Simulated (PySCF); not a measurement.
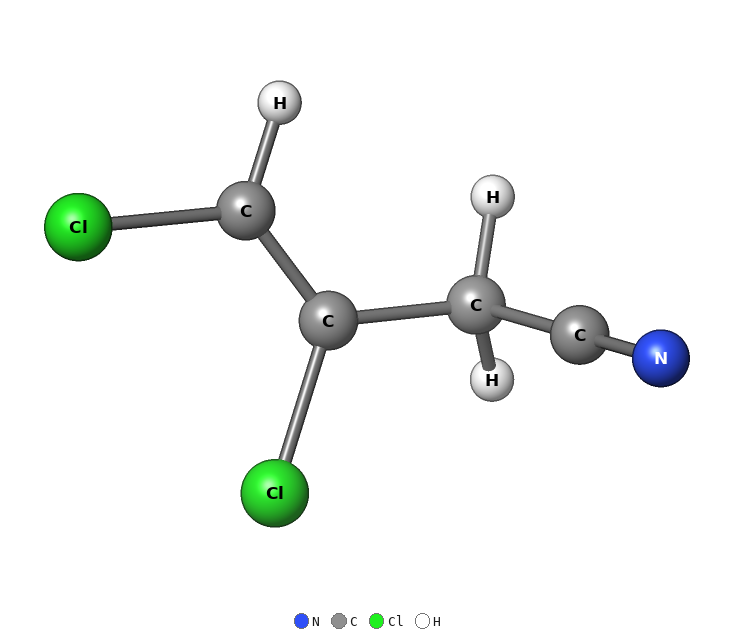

Ball-and-stick drawing of a structure. Every bond is drawn as one stick, whatever its order.

The computed structure is the end point of a GFN2-xTB optimisation. No frequency run is at hand to confirm it as a minimum.

Describe the molecule.

It has 10 atoms: 4 carbon, 3 hydrogen, 2 chlorine and 1 nitrogen (C₄H₃Cl₂N). SMILES: `N#CC/C(Cl)=C/Cl`. It has no ring. Among its groups: nitrile, alkene, C–Cl bond. This geometry has C1 symmetry. Coordination: 1 C linear; 1 C tetrahedral; 2 C trigonal planar.

The parts below concern this one geometry. Atoms keep their numbers from picture to picture.

### Geometry

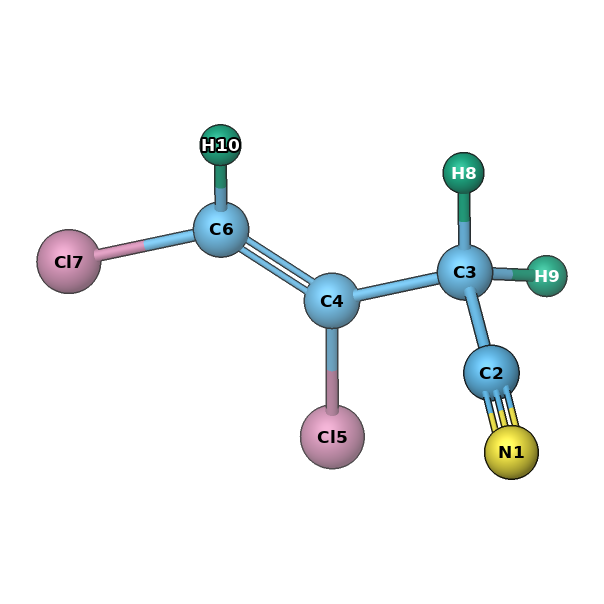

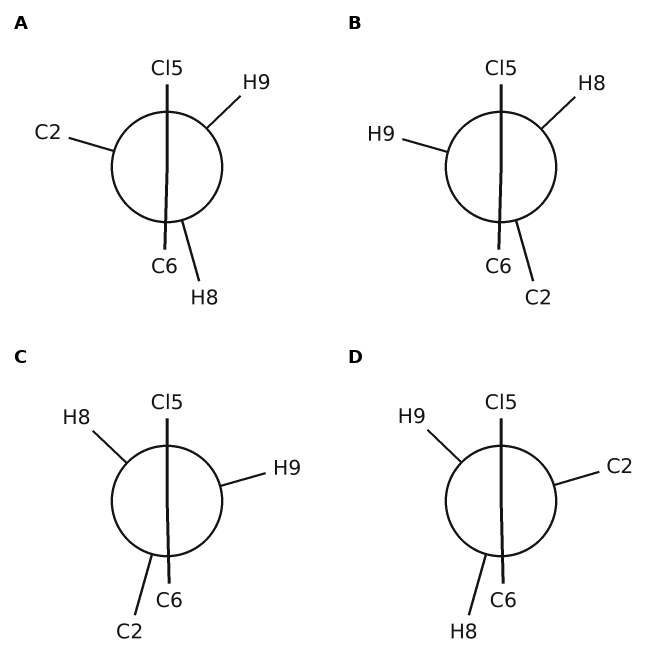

Distant atoms are faded towards the background colour. Bonds that would overlap in a projection are set slightly apart. No frequency run is at hand to confirm it as a minimum.

Question: Which Newman projection shows the view along C4–C3, with C4 in front?

Answer: A. The torsion angle Cl5–C4–C3–C2 is −73°, synclinal (gauche).

### Polarisability

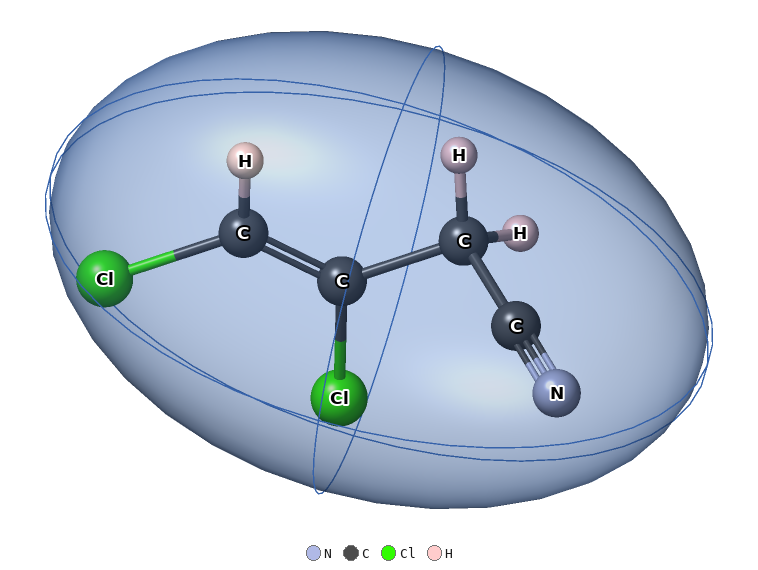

The ellipsoid shows the static dipole polarisability: its half-axes are proportional to the principal values. No frequency run is at hand to confirm it as a minimum. Level of theory: PBE0/def2-SVPD (PySCF 2.14.0).

Question: How large and how anisotropic is the polarisability?

Answer: Principal values 62.5, 73.2, 100.0 bohr³; mean 78.6 bohr³ (11.64 Å³); anisotropy 33.5 bohr³, so the longest axis is 1.60 times the shortest.

### Core levels

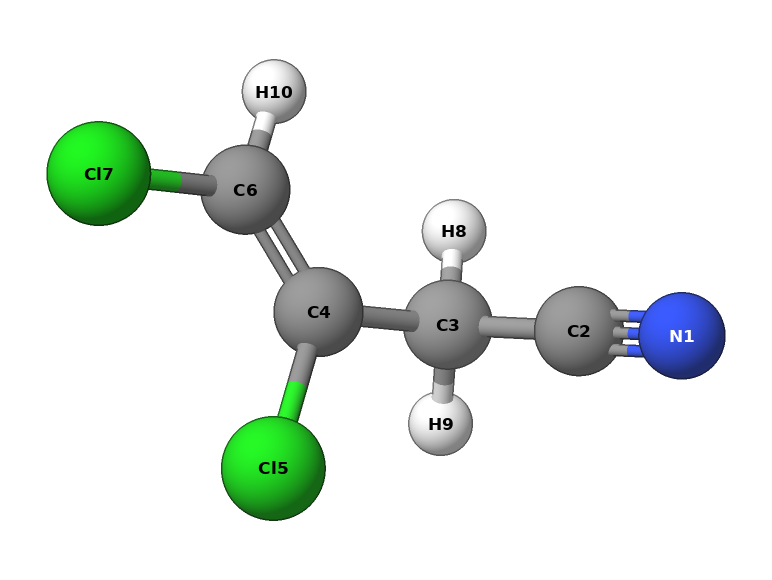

No frequency run is at hand to confirm it as a minimum. Method: delta-SCF UKS SCAN, pcX-2 on the ionised atom, pcseg-1 elsewhere, spin-free X2C (PySCF 2.14.0).

Give the core-electron binding energies (to vacuum; p and d levels without spin–orbit splitting) of N1 1s, C2 1s, C3 1s, C4 1s, Cl5 1s, Cl5 2p, C6 1s, Cl7 1s, Cl7 2p.

| atom | level | binding energy (eV) |
| --- | --- | --- |
| N1 | 1s | 405.3 |
| C2 | 1s | 292.6 |
| C3 | 1s | 293.1 |
| C4 | 1s | 292.8 |
| Cl5 | 1s | 2829.5 |
| Cl5 | 2p | 207.5 |
| C6 | 1s | 292.5 |
| Cl7 | 1s | 2829.5 |
| Cl7 | 2p | 207.5 |

### Excitation

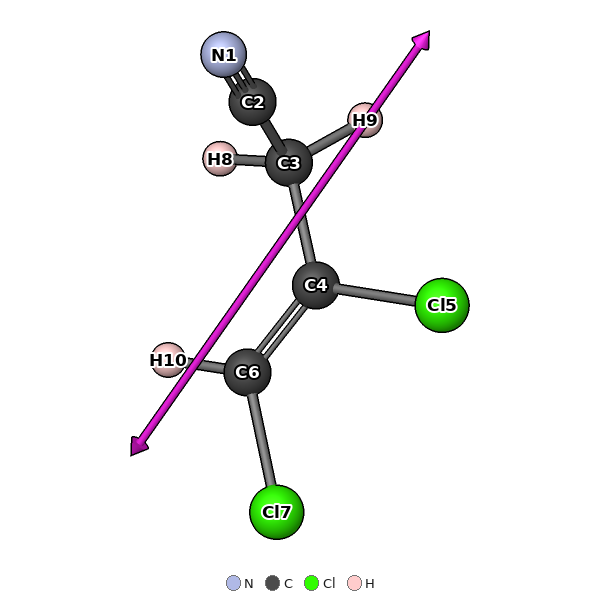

The double arrow shows the direction of the transition dipole to excited singlet state 4 (its length means nothing). No frequency run is at hand to confirm it as a minimum. Level of theory: TDDFT PBE0/def2-SVPD, vertical, gas phase, core orbitals frozen in the response (PySCF 2.14.0).

Question: How is the transition polarised?

Answer: Nearly parallel to the C4–C6 bond.

Question: Where does the transition lie, and how strong is it?

Answer: 6.81 eV (182 nm), oscillator strength 0.019, mainly HOMO → LUMO+2 (weight 0.94); transition dipole 0.86 D.
